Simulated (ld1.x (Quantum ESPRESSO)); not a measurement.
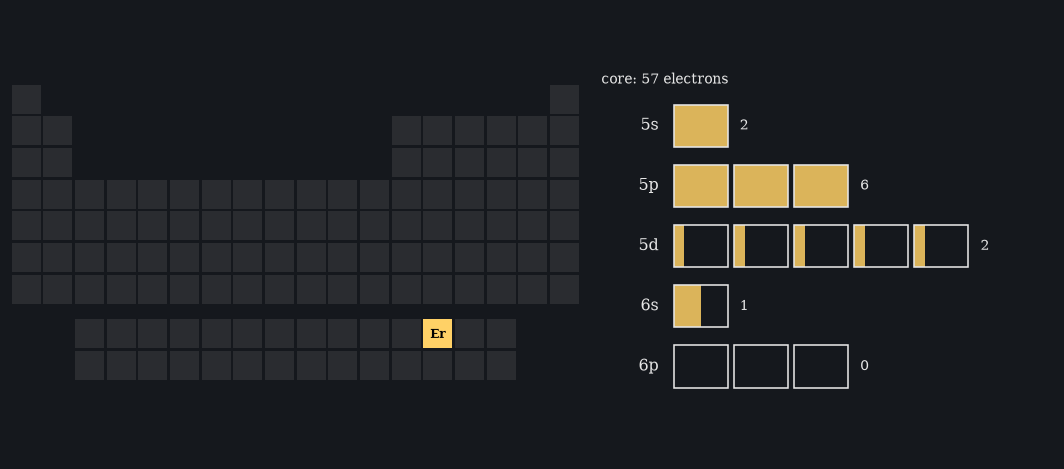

**Figure 1.** Left, the place of erbium in the periodic table; right, the valence shells of the reference configuration: a box for each of the 2l + 1 orbitals, shaded by the share of the shell that is filled, with the electron count at the right.

## Pseudopotential generation for Er (part 1 of 2)

System: erbium (Er, Z = 68), core [Kr] 4d10 4f11, reference valence 5s2 5p6 5d2 6s1 6p0, valence charge 11.
Method: TM potential, PBE, scalar-relativistic, made with ld1.x (Quantum ESPRESSO) 7.5.

## The program's output
```
     Program LD1 v.7.5
     --------------------------- All-electron run ----------------------------

     Er
     scalar relativistic calculation

     atomic number is 68.00
     dft =PBE   lsd =0 sic =0 latt =0  beta=0.20 tr2=1.0E-14
     Exchange-correlation= PBE
                           (   1   4   3   4   0   0   0)
     mesh =1267 r(mesh) = 100.03222 a.u. xmin = -7.00 dx = 0.01250
     1 Ry =  13.60569312 eV, c = 137.03599908

     n l     nl                  e(Ry)          e(Ha)          e(eV)
     1 0     1S 1( 2.00)     -4217.5512     -2108.7756    -57382.7075
     2 0     2S 1( 2.00)      -708.8983      -354.4492     -9645.0529
     2 1     2P 1( 6.00)      -626.9795      -313.4898     -8530.4907
     3 0     3S 1( 2.00)      -159.2361       -79.6181     -2166.5175
     3 1     3P 1( 6.00)      -134.3223       -67.1612     -1827.5486
     4 0     4S 1( 2.00)       -31.7881       -15.8940      -432.4985
     4 1     4P 1( 6.00)       -23.5862       -11.7931      -320.9070
     3 2     3D 1(10.00)      -103.1571       -51.5785     -1403.5236
     5 0     5S 1( 2.00)        -4.0283        -2.0142       -54.8079
     5 1     5P 1( 6.00)        -2.1053        -1.0527       -28.6442
     4 2     4D 1(10.00)       -12.6027        -6.3013      -171.4681
     4 3     4F 1(11.00)        -0.6111        -0.3056        -8.3145
     5 2     5D 1( 2.00)        -0.1106        -0.0553        -1.5044
     6 0     6S 1( 1.00)        -0.2999        -0.1499        -4.0799
     6 1     6P 1( 0.00)        -0.0900        -0.0450        -1.2250

     final scf error:  4.4E-15 reached in  30 iterations

     Etot =  -26172.212936 Ry,  -13086.106468 Ha, -356091.097552 eV

     Ekin =   28379.276372 Ry,   14189.638186 Ha,  386119.725365 eV
     Encl =  -64209.923532 Ry,  -32104.961766 Ha, -873620.515031 eV
     Eh   =   10213.023409 Ry,    5106.511704 Ha,  138955.262356 eV
     Exc  =    -554.589184 Ry,    -277.294592 Ha,   -7545.570241 eV

     normalization and overlap integrals

     s(1S/1S) =  1.000000  <r> =   0.0204  <r2> =    0.0006  r(max) =   0.0128
     s(2S/2S) =  1.000000  <r> =   0.0865  <r2> =    0.0088  r(max) =   0.0728
     s(2P/2P) =  1.000000  <r> =   0.0767  <r2> =    0.0072  r(max) =   0.0596
     s(3S/3S) =  1.000000  <r> =   0.2253  <r2> =    0.0580  r(max) =   0.2081
     s(3P/3P) =  1.000000  <r> =   0.2245  <r2> =    0.0584  r(max) =   0.2030
     s(4S/4S) =  1.000000  <r> =   0.5076  <r2> =    0.2909  r(max) =   0.4750
     s(4P/4P) =  1.000000  <r> =   0.5383  <r2> =    0.3296  r(max) =   0.4931
     s(3D/3D) =  1.000000  <r> =   0.2038  <r2> =    0.0487  r(max) =   0.1662
     s(5S/5S) =  1.000000  <r> =   1.2375  <r2> =    1.7250  r(max) =   1.0975
     s(5P/5P) =  1.000000  <r> =   1.4668  <r2> =    2.4529  r(max) =   1.2592
     s(4D/4D) =  1.000000  <r> =   0.5818  <r2> =    0.3929  r(max) =   0.5120
     s(4F/4F) =  1.000000  <r> =   0.7786  <r2> =    0.8078  r(max) =   0.5056
     s(5D/5D) =  1.000000  <r> =   3.1401  <r2> =   12.8286  r(max) =   1.9261
     s(6S/6S) =  1.000000  <r> =   3.8982  <r2> =   17.3870  r(max) =   3.2560
     s(6P/6P) =  1.000000  <r> =   5.8206  <r2> =   39.5168  r(max) =   4.6205

     ------------------------ End of All-electron run ------------------------

     --------------------- Generating NC pseudopotential ---------------------

      Generating local pot.: lloc=0, matching radius rcloc =   1.4000

      Computing core charge for nlcc:

       r > 0.98 : true rho core
       r < 0.98 : rho core = a sin(br)/r    a=  23.13  b=   2.69

      Integrated core pseudo-charge :  13.21

      Wfc   5P  rcut= 2.353  Using Troullier-Martins method

      Wfc   5D  rcut= 3.021  Using Troullier-Martins method

     ------------------- End of pseudopotential generation -------------------

     --------------------------- All-electron run ----------------------------

     Er
     scalar relativistic calculation

     atomic number is 68.00
     dft =PBE   lsd =0 sic =0 latt =0  beta=0.20 tr2=1.0E-14
     Exchange-correlation= PBE
                           (   1   4   3   4   0   0   0)
     mesh =1267 r(mesh) = 100.03222 a.u. xmin = -7.00 dx = 0.01250
     1 Ry =  13.60569312 eV, c = 137.03599908

     n l     nl                  e(Ry)          e(Ha)          e(eV)
     1 0     1S 1( 2.00)     -4217.5512     -2108.7756    -57382.7075
     2 0     2S 1( 2.00)      -708.8983      -354.4492     -9645.0529
     2 1     2P 1( 6.00)      -626.9795      -313.4898     -8530.4907
     3 0     3S 1( 2.00)      -159.2361       -79.6181     -2166.5175
     3 1     3P 1( 6.00)      -134.3223       -67.1612     -1827.5486
     4 0     4S 1( 2.00)       -31.7881       -15.8940      -432.4985
     4 1     4P 1( 6.00)       -23.5862       -11.7931      -320.9070
     3 2     3D 1(10.00)      -103.1571       -51.5785     -1403.5236
     5 0     5S 1( 2.00)        -4.0283        -2.0142       -54.8079
     5 1     5P 1( 6.00)        -2.1053        -1.0527       -28.6442
     4 2     4D 1(10.00)       -12.6027        -6.3013      -171.4681
     4 3     4F 1(11.00)        -0.6111        -0.3056        -8.3145
     5 2     5D 1( 2.00)        -0.1106        -0.0553        -1.5044
     6 0     6S 1( 1.00)        -0.2999        -0.1499        -4.0799
     6 1     6P 1( 0.00)        -0.0900        -0.0450        -1.2250

     final scf error:  4.4E-15 reached in  30 iterations

     Etot =  -26172.212936 Ry,  -13086.106468 Ha, -356091.097552 eV

     Ekin =   28379.276372 Ry,   14189.638186 Ha,  386119.725365 eV
     Encl =  -64209.923532 Ry,  -32104.961766 Ha, -873620.515031 eV
     Eh   =   10213.023409 Ry,    5106.511704 Ha,  138955.262356 eV
     Exc  =    -554.589184 Ry,    -277.294592 Ha,   -7545.570241 eV

     normalization and overlap integrals

     s(1S/1S) =  1.000000  <r> =   0.0204  <r2> =    0.0006  r(max) =   0.0128
     s(2S/2S) =  1.000000  <r> =   0.0865  <r2> =    0.0088  r(max) =   0.0728
     s(2P/2P) =  1.000000  <r> =   0.0767  <r2> =    0.0072  r(max) =   0.0596
     s(3S/3S) =  1.000000  <r> =   0.2253  <r2> =    0.0580  r(max) =   0.2081
     s(3P/3P) =  1.000000  <r> =   0.2245  <r2> =    0.0584  r(max) =   0.2030
     s(4S/4S) =  1.000000  <r> =   0.5076  <r2> =    0.2909  r(max) =   0.4750
     s(4P/4P) =  1.000000  <r> =   0.5383  <r2> =    0.3296  r(max) =   0.4931
     s(3D/3D) =  1.000000  <r> =   0.2038  <r2> =    0.0487  r(max) =   0.1662
     s(5S/5S) =  1.000000  <r> =   1.2375  <r2> =    1.7250  r(max) =   1.0975
     s(5P/5P) =  1.000000  <r> =   1.4668  <r2> =    2.4529  r(max) =   1.2592
     s(4D/4D) =  1.000000  <r> =   0.5818  <r2> =    0.3929  r(max) =   0.5120
     s(4F/4F) =  1.000000  <r> =   0.7786  <r2> =    0.8078  r(max) =   0.5056
     s(5D/5D) =  1.000000  <r> =   3.1401  <r2> =   12.8286  r(max) =   1.9261
     s(6S/6S) =  1.000000  <r> =   3.8982  <r2> =   17.3870  r(max) =   3.2560
     s(6P/6P) =  1.000000  <r> =   5.8206  <r2> =   39.5168  r(max) =   4.6205

     ------------------------ End of All-electron run ------------------------

     Computing logarithmic derivative in   3.23575
     Computing logarithmic derivative in   3.23575
     Computing the partial wave expansion
       no projector for channel:   0
     R is outside the sphere for l=    1 j= 0.00
     R is outside the sphere for l=    2 j= 0.00

     ---------------------- Testing the pseudopotential ----------------------

     Er
     scalar relativistic calculation

     atomic number is 68.00   valence charge is 11.00
     dft =PBE   lsd =0 sic =0 latt =0  beta=0.20 tr2=1.0E-14
     mesh =1267 r(mesh) = 100.03222 xmin = -7.00 dx = 0.01250

     n l     nl             e AE (Ry)        e PS (Ry)    De AE-PS (Ry)
     1 0     5S   1( 2.00)       -4.02830       -4.02834        0.00003
     2 1     5P   1( 6.00)       -2.10531       -2.10531        0.00000
     3 2     5D   1( 2.00)       -0.11057       -0.11057       -0.00000
     2 0     6S   1( 1.00)       -0.29987       -0.30525        0.00538  !
     3 1     6P   1( 0.00)       -0.09004       -0.09147        0.00143

     eps = 3.1E-15  iter = 23

     Etot =  -26172.212936 Ry,  -13086.106468 Ha, -356091.097552 eV
     Etotps =  -103.888118 Ry,     -51.944059 Ha,   -1413.469847 eV

     Ekin =      23.480973 Ry,      11.740486 Ha,     319.474908 eV
     Encl =    -151.134523 Ry,     -75.567261 Ha,   -2056.289940 eV
     Ehrt =      60.790860 Ry,      30.395430 Ha,     827.101783 eV
     Ecxc =     -37.841943 Ry,     -18.920971 Ha,    -514.865861 eV
     (Ecc =     -23.632420 Ry,     -11.816210 Ha,    -321.535449 eV)
     Epseu=       0.816516 Ry,       0.408258 Ha,      11.109263 eV

     ---------------------- End of pseudopotential test ----------------------
```

## Output of the test run (extracts)
```
     ---------------------- Testing the pseudopotential ----------------------

     Er
     scalar relativistic calculation

     atomic number is 68.00   valence charge is 11.00
     dft =PBE   lsd =0 sic =0 latt =0  beta=0.20 tr2=1.0E-14
     mesh =1267 r(mesh) = 100.03222 xmin = -7.00 dx = 0.01250

     n l     nl             e AE (Ry)        e PS (Ry)    De AE-PS (Ry)
     1 0     5S   1( 2.00)       -4.02830       -4.02834        0.00003
     2 1     5P   1( 6.00)       -2.10531       -2.10531        0.00000
     3 2     5D   1( 2.00)       -0.11057       -0.11057       -0.00000
     2 0     6S   1( 1.00)       -0.29987       -0.30525        0.00538  !
     3 1     6P   1( 0.00)       -0.09004       -0.09147        0.00143

     eps = 5.2E-15  iter = 21

     Etot =  -26172.212936 Ry,  -13086.106468 Ha, -356091.097552 eV
     Etotps =  -103.888118 Ry,     -51.944059 Ha,   -1413.469851 eV

     Ekin =      23.480972 Ry,      11.740486 Ha,     319.474902 eV
     Encl =    -151.134523 Ry,     -75.567262 Ha,   -2056.289943 eV
     Ehrt =      60.790860 Ry,      30.395430 Ha,     827.101787 eV
     Ecxc =     -37.841943 Ry,     -18.920971 Ha,    -514.865860 eV
     (Ecc =     -23.632420 Ry,     -11.816210 Ha,    -321.535449 eV)
     Epseu=       0.816516 Ry,       0.408258 Ha,      11.109263 eV

     ---------------------- End of pseudopotential test ----------------------

     ---------------------- Testing the pseudopotential ----------------------

     Er
     scalar relativistic calculation

     atomic number is 68.00   valence charge is 11.00
     dft =PBE   lsd =0 sic =0 latt =0  beta=0.20 tr2=1.0E-14
     mesh =1267 r(mesh) = 100.03222 xmin = -7.00 dx = 0.01250

     n l     nl             e AE (Ry)        e PS (Ry)    De AE-PS (Ry)
     1 0     5S   1( 2.00)       -4.11729       -4.11438       -0.00291
     2 1     5P   1( 6.00)       -2.18720       -2.18427       -0.00293
     3 2     5D   1( 1.00)       -0.15329       -0.15028       -0.00301
     2 0     6S   1( 2.00)       -0.32436       -0.32649        0.00213
     3 1     6P   1( 0.00)       -0.09803       -0.09724       -0.00079

     eps = 6.2E-15  iter = 19

     Etot =  -26172.393787 Ry,  -13086.196893 Ha, -356093.558156 eV
     Etotps =  -104.074411 Ry,     -52.037206 Ha,   -1416.004501 eV
     dEtot_ae =      -0.180851 Ry
     dEtot_ps =      -0.186293 Ry,   Delta E=       0.005442 Ry

     Ekin =      22.859862 Ry,      11.429931 Ha,     311.024270 eV
     Encl =    -149.924736 Ry,     -74.962368 Ha,   -2039.829947 eV
     Ehrt =      60.010075 Ry,      30.005037 Ha,     816.478662 eV
     Ecxc =     -37.754709 Ry,     -18.877355 Ha,    -513.678988 eV
     (Ecc =     -23.632420 Ry,     -11.816210 Ha,    -321.535449 eV)
     Epseu=       0.735097 Ry,       0.367548 Ha,      10.001503 eV

     ---------------------- End of pseudopotential test ----------------------

     ---------------------- Testing the pseudopotential ----------------------

     Er
     scalar relativistic calculation

     atomic number is 68.00   valence charge is 11.00
     dft =PBE   lsd =0 sic =0 latt =0  beta=0.20 tr2=1.0E-14
     mesh =1267 r(mesh) = 100.03222 xmin = -7.00 dx = 0.01250

     n l     nl             e AE (Ry)        e PS (Ry)    De AE-PS (Ry)
     1 0     5S   1( 2.00)       -4.60012       -4.61085        0.01073  !
     2 1     5P   1( 6.00)       -2.66980       -2.67929        0.00949  !
     3 2     5D   1( 1.00)       -0.59672       -0.60524        0.00852  !
     2 0     6S   1( 1.00)       -0.72023       -0.73858        0.01835  !
     3 1     6P   1( 0.00)       -0.43334       -0.44882        0.01548  !

     eps = 6.2E-15  iter = 11

     Etot =  -26171.876096 Ry,  -13085.938048 Ha, -356086.514613 eV
     Etotps =  -103.546944 Ry,     -51.773472 Ha,   -1408.827945 eV
     dEtot_ae =       0.336840 Ry
     dEtot_ps =       0.341174 Ry,   Delta E=      -0.004334 Ry

     Ekin =      22.744676 Ry,      11.372338 Ha,     309.457077 eV
     Encl =    -144.574269 Ry,     -72.287134 Ha,   -1967.033132 eV
     Ehrt =      54.909828 Ry,      27.454914 Ha,     747.086273 eV
     Ecxc =     -37.387246 Ry,     -18.693623 Ha,    -508.679395 eV
     (Ecc =     -23.632420 Ry,     -11.816210 Ha,    -321.535449 eV)
     Epseu=       0.760067 Ry,       0.380033 Ha,      10.341232 eV

     ---------------------- End of pseudopotential test ----------------------

     ---------------------- Testing the pseudopotential ----------------------

     Er
     scalar relativistic calculation

     atomic number is 68.00   valence charge is 11.00
     dft =PBE   lsd =0 sic =0 latt =0  beta=0.20 tr2=1.0E-14
     mesh =1267 r(mesh) = 100.03222 xmin = -7.00 dx = 0.01250

     n l     nl             e AE (Ry)        e PS (Ry)    De AE-PS (Ry)
     1 0     5S   1( 2.00)       -5.17102       -5.19857        0.02755  !
     2 1     5P   1( 6.00)       -3.23726       -3.26208        0.02482  !
     3 2     5D   1( 1.00)       -1.11323       -1.13450        0.02127  !
     2 0     6S   1( 0.00)       -1.16497       -1.20065        0.03568  !
     3 1     6P   1( 0.00)       -0.81709       -0.85433        0.03724  !

     eps = 4.1E-15  iter = 11

     Etot =  -26170.937913 Ry,  -13085.468957 Ha, -356073.749988 eV
     Etotps =  -102.580866 Ry,     -51.290433 Ha,   -1395.683781 eV
     dEtot_ae =       1.275022 Ry
     dEtot_ps =       1.307252 Ry,   Delta E=      -0.032230 Ry

     Ekin =      22.411084 Ry,      11.205542 Ha,     304.918325 eV
     Encl =    -138.227168 Ry,     -69.113584 Ha,   -1880.676430 eV
     Ehrt =      49.415579 Ry,      24.707790 Ha,     672.333207 eV
     Ecxc =     -36.967384 Ry,     -18.483692 Ha,    -502.966878 eV
     (Ecc =     -23.632420 Ry,     -11.816210 Ha,    -321.535449 eV)
     Epseu=       0.787023 Ry,       0.393512 Ha,      10.707994 eV

     ---------------------- End of pseudopotential test ----------------------

     ---------------------- Testing the pseudopotential ----------------------

     Er
     scalar relativistic calculation

     atomic number is 68.00   valence charge is 11.00
     dft =PBE   lsd =0 sic =0 latt =0  beta=0.20 tr2=1.0E-14
     mesh =1267 r(mesh) = 100.03222 xmin = -7.00 dx = 0.01250

     n l     nl             e AE (Ry)        e PS (Ry)    De AE-PS (Ry)
     1 0     5S   1( 2.00)       -4.70173       -4.71338        0.01166  !
     2 1     5P   1( 6.00)       -2.76948       -2.77928        0.00980  !
     3 2     5D   1( 1.00)       -0.67421       -0.68148        0.00727  !
     2 0     6S   1( 0.00)       -0.77686       -0.79337        0.01651  !
     3 1     6P   1( 1.00)       -0.48370       -0.49428        0.01057  !

     eps = 5.1E-15  iter = 12

     Etot =  -26171.585986 Ry,  -13085.792993 Ha, -356082.567471 eV
     Etotps =  -103.252403 Ry,     -51.626202 Ha,   -1404.820513 eV
     dEtot_ae =       0.626949 Ry
     dEtot_ps =       0.635715 Ry,   Delta E=      -0.008765 Ry

     Ekin =      22.825692 Ry,      11.412846 Ha,     310.559362 eV
     Encl =    -143.519904 Ry,     -71.759952 Ha,   -1952.687765 eV
     Ehrt =      53.956549 Ry,      26.978275 Ha,     734.116251 eV
     Ecxc =     -37.292039 Ry,     -18.646020 Ha,    -507.384045 eV
     (Ecc =     -23.632420 Ry,     -11.816210 Ha,    -321.535449 eV)
     Epseu=       0.777298 Ry,       0.388649 Ha,      10.575684 eV

     ---------------------- End of pseudopotential test ----------------------

     ---------------------- Testing the pseudopotential ----------------------

     Er
     scalar relativistic calculation

     atomic number is 68.00   valence charge is 11.00
     dft =PBE   lsd =0 sic =0 latt =0  beta=0.20 tr2=1.0E-14
     mesh =1267 r(mesh) = 100.03222 xmin = -7.00 dx = 0.01250

     n l     nl             e AE (Ry)        e PS (Ry)    De AE-PS (Ry)
     1 0     5S   1( 2.00)       -4.45746       -4.47295        0.01549  !
     2 1     5P   1( 6.00)       -2.53668       -2.55104        0.01436  !
     3 2     5D   1( 2.00)       -0.50955       -0.52361        0.01406  !
     2 0     6S   1( 0.00)       -0.66358       -0.68734        0.02376  !
     3 1     6P   1( 0.00)       -0.39576       -0.41689        0.02112  !

     eps = 9.8E-15  iter = 12

     Etot =  -26171.736930 Ry,  -13085.868465 Ha, -356084.621170 eV
     Etotps =  -103.397676 Ry,     -51.698838 Ha,   -1406.797046 eV
     dEtot_ae =       0.476005 Ry
     dEtot_ps =       0.490442 Ry,   Delta E=      -0.014437 Ry

     Ekin =      23.536268 Ry,      11.768134 Ha,     320.227234 eV
     Encl =    -146.425023 Ry,     -73.212512 Ha,   -1992.213931 eV
     Ehrt =      56.173615 Ry,      28.086808 Ha,     764.280970 eV
     Ecxc =     -37.546212 Ry,     -18.773106 Ha,    -510.842233 eV
     (Ecc =     -23.632420 Ry,     -11.816210 Ha,    -321.535449 eV)
     Epseu=       0.863676 Ry,       0.431838 Ha,      11.750913 eV

     ---------------------- End of pseudopotential test ----------------------

     ---------------------- Testing the pseudopotential ----------------------

     Er
     scalar relativistic calculation

     atomic number is 68.00   valence charge is 11.00
     dft =PBE   lsd =0 sic =0 latt =0  beta=0.20 tr2=1.0E-14
     mesh =1267 r(mesh) = 100.03222 xmin = -7.00 dx = 0.01250

     n l     nl             e AE (Ry)        e PS (Ry)    De AE-PS (Ry)
     1 0     5S   1( 2.00)       -4.76778       -4.77435        0.00657  !
     2 1     5P   1( 6.00)       -2.82525       -2.83058        0.00534  !
     3 2     5D   1( 0.00)       -0.70036       -0.70368        0.00332
     2 0     6S   1( 2.00)       -0.78546       -0.79790        0.01244  !
     3 1     6P   1( 0.00)       -0.47691       -0.48585        0.00894  !

     eps = 2.6E-15  iter = 12

     Etot =  -26171.980884 Ry,  -13085.990442 Ha, -356087.940333 eV
     Etotps =  -103.661432 Ry,     -51.830716 Ha,   -1410.385629 eV
     dEtot_ae =       0.232051 Ry
     dEtot_ps =       0.226686 Ry,   Delta E=       0.005365 Ry

     Ekin =      21.801532 Ry,      10.900766 Ha,     296.624948 eV
     Encl =    -142.340818 Ry,     -71.170409 Ha,   -1936.645483 eV
     Ehrt =      53.460020 Ry,      26.730010 Ha,     727.360630 eV
     Ecxc =     -37.207430 Ry,     -18.603715 Ha,    -506.232877 eV
     (Ecc =     -23.632420 Ry,     -11.816210 Ha,    -321.535449 eV)
     Epseu=       0.625264 Ry,       0.312632 Ha,       8.507152 eV

     ---------------------- End of pseudopotential test ----------------------

     ---------------------- Testing the pseudopotential ----------------------

     Er
     scalar relativistic calculation

     atomic number is 68.00   valence charge is 11.00
     dft =PBE   lsd =0 sic =0 latt =0  beta=0.20 tr2=1.0E-14
     mesh =1267 r(mesh) = 100.03222 xmin = -7.00 dx = 0.01250

     n l     nl             e AE (Ry)        e PS (Ry)    De AE-PS (Ry)
     1 0     5S   1( 2.00)       -4.96065       -5.00352        0.04287  !
     2 1     5P   1( 5.00)       -2.99210       -3.02739        0.03530  !
     3 2     5D   1( 1.00)       -0.79348       -0.79976        0.00628  !
     2 0     6S   1( 2.00)       -0.82587       -0.84055        0.01468  !
     3 1     6P   1( 0.00)       -0.49691       -0.50658        0.00968  !

     eps = 6.5E-15  iter = 12

     Etot =  -26169.820629 Ry,  -13084.910315 Ha, -356058.548563 eV
     Etotps =  -101.483050 Ry,     -50.741525 Ha,   -1380.747236 eV
     dEtot_ae =       2.392307 Ry
     dEtot_ps =       2.405068 Ry,   Delta E=      -0.012761 Ry

     Ekin =      22.164808 Ry,      11.082404 Ha,     301.567582 eV
     Encl =    -139.357998 Ry,     -69.678999 Ha,   -1896.062149 eV
     Ehrt =      51.736825 Ry,      25.868413 Ha,     703.915368 eV
     Ecxc =     -36.743338 Ry,     -18.371669 Ha,    -499.918587 eV
     (Ecc =     -23.632420 Ry,     -11.816210 Ha,    -321.535449 eV)
     Epseu=       0.716652 Ry,       0.358326 Ha,       9.750551 eV

     ---------------------- End of pseudopotential test ----------------------
```

(Continued in part 2.) Outcome of the run: generated.
